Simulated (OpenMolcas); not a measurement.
**Run report: AlB⁻, relativistic diatomic calculation (part 2 of 2)**

The same run, continued: AlB⁻. Method: SA-CASSCF(7,8)/XMS-CASPT2 + RASSI spin-orbit (X2C scalar, AMFI), ANO-RCC-VTZP (OpenMolcas).

## The program's output (extracts), continued
```
    17             0.1115723580        3.0360385283          24487.3021         0.0
    18             0.1142992218        3.1102402725          25085.7796         0.1
++ Dipole transition strengths (spin-free states):
     for osc. strength at least  1.00000000E-05
      From   To        Osc. strength     Einstein coefficients Ax, Ay, Az (sec-1)    Total A (sec-1)
         1   19       2.58808974E-04  1.77613050E+04  1.78566271E+04  0.00000000E+00  3.56179321E+04
         1   20       2.58810067E-04  1.78567255E+04  1.77613639E+04  0.00000000E+00  3.56180895E+04
         1    2       2.33568573E-03  0.00000000E+00  0.00000000E+00  5.23078268E+05  5.23078268E+05
         1   21       9.25848420E-03  1.69414082E+06  9.57467886E+05  0.00000000E+00  2.65160870E+06
         1   22       9.25849973E-03  9.57470378E+05  1.69414552E+06  0.00000000E+00  2.65161590E+06
         6   12       1.20575110E-04  7.47679652E+01  7.92059944E+01  0.00000000E+00  1.53973960E+02
         6   13       1.21031250E-04  8.38194817E+01  7.89727963E+01  0.00000000E+00  1.62792278E+02
         6   14       4.10161764E-04  7.58006099E+00  9.55374883E+02  0.00000000E+00  9.62954944E+02
         6   15       9.15681528E-04  9.18813768E+03  7.65257449E+01  0.00000000E+00  9.26466342E+03
         6    8       4.99905116E-05  0.00000000E+00  0.00000000E+00  1.35061768E+03  1.35061768E+03
         6   10       4.72216510E-04  0.00000000E+00  0.00000000E+00  6.65217882E+04  6.65217882E+04
         6   16       2.10515468E-04  3.12569183E+02  3.75385259E+04  0.00000000E+00  3.78510950E+04
         6   17       1.95078397E-03  5.22520651E+05  4.31412635E+03  0.00000000E+00  5.26834777E+05
         6   18       2.83578191E-04  4.02898231E+04  4.09176260E+04  0.00000000E+00  8.12074490E+04
         7   12       1.20576405E-04  7.92052296E+01  7.47691318E+01  0.00000000E+00  1.53974361E+02
         7   13       1.21025110E-04  7.89625122E+01  8.38202162E+01  0.00000000E+00  1.62782728E+02
         7   14       4.10163800E-04  9.55375106E+02  7.57884216E+00  0.00000000E+00  9.62953948E+02
         7   15       9.15670068E-04  7.65251777E+01  9.18799552E+03  0.00000000E+00  9.26452070E+03
         7    9       4.99899326E-05  0.00000000E+00  0.00000000E+00  1.35060246E+03  1.35060246E+03
         7   11       4.72218214E-04  0.00000000E+00  0.00000000E+00  6.65219926E+04  6.65219926E+04
         7   16       2.10505747E-04  3.75365623E+04  3.12758965E+02  0.00000000E+00  3.78493213E+04
         7   17       1.95075872E-03  4.31417444E+03  5.22513488E+05  0.00000000E+00  5.26827663E+05
         7   18       2.83595071E-04  4.09201604E+04  4.02920785E+04  0.00000000E+00  8.12122388E+04
        12    8       1.47878004E-03  9.54231257E+03  1.49269557E+04  0.00000000E+00  2.44692683E+04
        12    9       1.47877419E-03  1.49272293E+04  9.54200715E+03  0.00000000E+00  2.44692365E+04
        12   10       1.89020490E-04  9.61582856E+03  1.21826928E+04  0.00000000E+00  2.17985213E+04
        12   11       1.89021421E-04  1.21826790E+04  9.61595545E+03  0.00000000E+00  2.17986344E+04
        12   18       1.10559728E-05  0.00000000E+00  0.00000000E+00  2.75733768E+03  2.75733768E+03
        13    8       1.50448838E-03  1.49515515E+04  9.58070096E+03  0.00000000E+00  2.45322524E+04
        13    9       1.50444106E-03  9.57979862E+03  1.49517478E+04  0.00000000E+00  2.45315465E+04
        13   10       1.70104219E-04  1.09505004E+04  8.55810730E+03  0.00000000E+00  1.95086077E+04
        13   11       1.70109103E-04  8.55879491E+03  1.09503781E+04  0.00000000E+00  1.95091731E+04
        13   18       2.48804370E-02  0.00000000E+00  0.00000000E+00  6.18180042E+06  6.18180042E+06
        14    8       3.87441003E-03  1.75976973E+03  5.02991948E+04  0.00000000E+00  5.20589645E+04
        14    9       3.87449654E-03  5.03008477E+04  1.75943253E+03  0.00000000E+00  5.20602802E+04
        14   10       5.14424706E-05  9.73771885E+01  5.39910430E+03  0.00000000E+00  5.49648149E+03
        14   11       5.14425482E-05  5.39909934E+03  9.73919511E+01  0.00000000E+00  5.49649129E+03
        14   16       5.89289860E-03  0.00000000E+00  0.00000000E+00  8.31241388E+05  8.31241388E+05
        15    8       4.67139945E-04  1.83529347E+03  6.51452985E+01  0.00000000E+00  1.90043876E+03
        15    9       4.67140184E-04  6.51435253E+01  1.83530638E+03  0.00000000E+00  1.90044991E+03
        15   10       2.13756672E-04  1.58471196E+04  2.87814775E+02  0.00000000E+00  1.61349344E+04
        15   11       2.13758844E-04  2.87807111E+02  1.58472965E+04  0.00000000E+00  1.61351036E+04
        15   17       3.34549407E-03  0.00000000E+00  0.00000000E+00  5.87587237E+05  5.87587237E+05
         8   10       3.55393959E-05  0.00000000E+00  0.00000000E+00  1.58162565E+03  1.58162565E+03
         8   16       3.06420171E-04  7.02536400E+02  1.99574339E+04  0.00000000E+00  2.06599703E+04
         8   17       1.25739950E-04  1.53247311E+04  5.48977209E+02  0.00000000E+00  1.58737083E+04
         8   18       7.25910999E-04  5.88939691E+04  4.08934184E+04  0.00000000E+00  9.97873875E+04
         9   11       3.55403908E-05  0.00000000E+00  0.00000000E+00  1.58166804E+03  1.58166804E+03
         9   16       3.06422218E-04  1.99575920E+04  7.02489208E+02  0.00000000E+00  2.06600812E+04
         9   17       1.25741523E-04  5.48694500E+02  1.53251971E+04  0.00000000E+00  1.58738916E+04
         9   18       7.25912687E-04  4.08936675E+04  5.88938601E+04  0.00000000E+00  9.97875276E+04
        19    3       8.46072712E-04  8.20274297E+03  1.32225456E+04  0.00000000E+00  2.14252885E+04
        19    4       8.47620649E-04  1.32951719E+04  8.24764600E+03  0.00000000E+00  2.15428179E+04
        19   21       1.07521068E-03  0.00000000E+00  0.00000000E+00  2.89846251E+04  2.89846251E+04
        19   22       2.28069311E-05  0.00000000E+00  0.00000000E+00  6.14812147E+02  6.14812147E+02
        19    5       2.68851687E-04  4.37831343E+03  4.30250596E+03  0.00000000E+00  8.68081939E+03
        20    3       8.46074143E-04  1.32227383E+04  8.20257671E+03  0.00000000E+00  2.14253150E+04
        20    4       8.47610277E-04  8.24754866E+03  1.32949958E+04  0.00000000E+00  2.15425444E+04
        20   21       2.28061861E-05  0.00000000E+00  0.00000000E+00  6.14789709E+02  6.14789709E+02
        20   22       1.07521188E-03  0.00000000E+00  0.00000000E+00  2.89847426E+04  2.89847426E+04
        20    5       2.68860022E-04  4.30235801E+03  4.37872701E+03  0.00000000E+00  8.68108502E+03
         2   21       7.57213828E-04  1.85370637E+03  1.05018995E+03  0.00000000E+00  2.90389632E+03
         2   22       7.57216921E-04  1.05020666E+03  1.85372756E+03  0.00000000E+00  2.90393422E+03
        10   16       4.74599291E-04  2.01667194E+01  1.10554042E+03  0.00000000E+00  1.12570714E+03
        10   17       6.96641251E-05  1.42583004E+03  2.57078431E+01  0.00000000E+00  1.45153788E+03
        10   18       2.70789109E-04  3.72602122E+03  3.18923969E+03  0.00000000E+00  6.91526091E+03
        11   16       4.74595782E-04  1.10552881E+03  2.01679270E+01  0.00000000E+00  1.12569673E+03
        11   17       6.96602736E-05  2.57104061E+01  1.42574632E+03  0.00000000E+00  1.45145672E+03
        11   18       2.70797160E-04  3.18937965E+03  3.72608298E+03  0.00000000E+00  6.91546262E+03
        21    5       8.03592773E-05  7.00192496E+00  1.23135454E+01  0.00000000E+00  1.93154703E+01
        22    5       8.03581239E-05  1.23127308E+01  7.00177047E+00  0.00000000E+00  1.93145012E+01
 Electric-quadrupole - electric-quadrupole not included
 Electric-dipole - electric-octupole not included
 Electric-dipole - magnetic-quadrupole not included
   Eigenvalues of complex Hamiltonian:
  (Shifted by EMIN (a.u.) =       -267.2442496384)
 SO State       Relative EMIN(au)   Rel lowest level(eV)    D:o, cm**(-1)      Omega
     1            -0.0000006556        0.0000000000              0.0000         0.5
     2            -0.0000006556        0.0000000000              0.0000         0.5
     3            -0.0000005841        0.0000019439              0.0157         1.5
     4            -0.0000005841        0.0000019439              0.0157         1.5
     5             0.0198338738        0.5397250386           4353.1760         1.5
     6             0.0198338738        0.5397250386           4353.1760         1.5
     7             0.0199489837        0.5428573404           4378.4397         0.5
     8             0.0199489837        0.5428573404           4378.4397         0.5
     9             0.0261956919        0.7128389301           5749.4337         2.1
    10             0.0261956919        0.7128389301           5749.4337         2.1
    11             0.0263621512        0.7173685181           5785.9673         2.0
    12             0.0263621512        0.7173685181           5785.9673         2.0
    13             0.0284390882        0.7738848534           6241.8023         0.5
    14             0.0284390882        0.7738848534           6241.8023         0.5
    15             0.0376381381        1.0242037517           8260.7604         0.5
    16             0.0376381381        1.0242037517           8260.7604         0.5
    17             0.0488223179        1.3285407875          10715.4041         0.5
    18             0.0488223179        1.3285407875          10715.4041         0.5
    19             0.0489574334        1.3322174693          10745.0585         1.5
    20             0.0489574334        1.3322174693          10745.0585         1.5
    21             0.0654358608        1.7806183223          14361.6553         2.5
    22             0.0654358608        1.7806183223          14361.6553         2.5
    23             0.0654430208        1.7808131549          14363.2267         1.5
    24             0.0654430208        1.7808131549          14363.2267         1.5
    25             0.0654502399        1.7810095956          14364.8111         0.5
    26             0.0654502399        1.7810095956          14364.8111         0.5
    27             0.0654575217        1.7812077450          14366.4093         0.5
    28             0.0654575217        1.7812077450          14366.4093         0.5
    29             0.0834862815        2.2717952903          18323.2647         1.5
    30             0.0834862815        2.2717952903          18323.2647         1.5
    31             0.0834868824        2.2718116422          18323.3966         0.5
    32             0.0834868824        2.2718116422          18323.3966         0.5
    33             0.0861000768        2.3429202849          18896.9265         0.5
    34             0.0861000768        2.3429202849          18896.9265         0.5
    35             0.0861143955        2.3433099168          18900.0691         1.5
    36             0.0861143955        2.3433099168          18900.0691         1.5
    37             0.0934126709        2.5419061061          20501.8554         0.6
    38             0.0934126709        2.5419061061          20501.8554         0.6
    39             0.0934943186        2.5441278536          20519.7750         1.6
    40             0.0934943186        2.5441278536          20519.7750         1.6
    41             0.0935953325        2.5468765813          20541.9450         2.4
    42             0.0935953325        2.5468765813          20541.9450         2.4
    43             0.0936792881        2.5491611312          20560.3711         3.5
    44             0.0936792881        2.5491611312          20560.3711         3.5
    45             0.0943990645        2.5687472433          20718.3438         0.5
    46             0.0943990645        2.5687472433          20718.3438         0.5
    47             0.0944092006        2.5690230614          20720.5684         0.5
    48             0.0944092006        2.5690230614          20720.5684         0.5
    49             0.0944187485        2.5692828727          20722.6639         1.5
    50
```

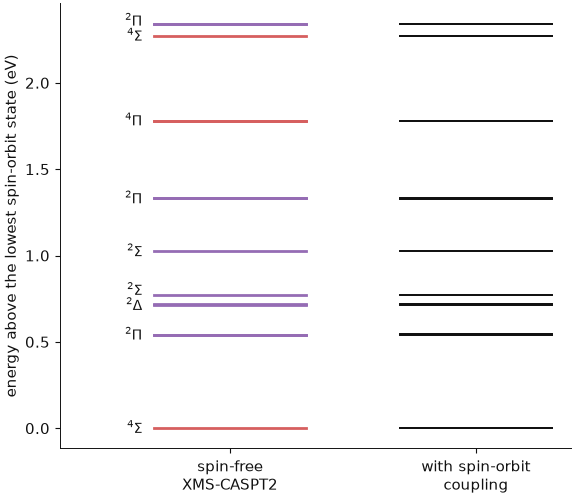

Figure 2. States up to 2.5 eV at 2.092 Å, without spin-orbit coupling (left, a colour for each spin multiplicity) and with it (right, where close levels merge). The spin-free states run ⁴Σ (0.00 eV), ²Π (0.54 eV), ²Δ (0.71 eV), ²Σ (0.77 eV), ²Σ (1.02 eV), ²Π (1.33 eV) from the lowest. The lowest spin-orbit levels have |Ω| = 1/2 (0 cm⁻¹), 3/2 (0 cm⁻¹), 3/2 (4,353 cm⁻¹), 1/2 (4,378 cm⁻¹), 2.10 (not clean) (5,749 cm⁻¹).

Outcome of the run: converged; components of a degenerate state are split by 36 cm⁻¹; whether the anion is bound against detachment isn't tested.
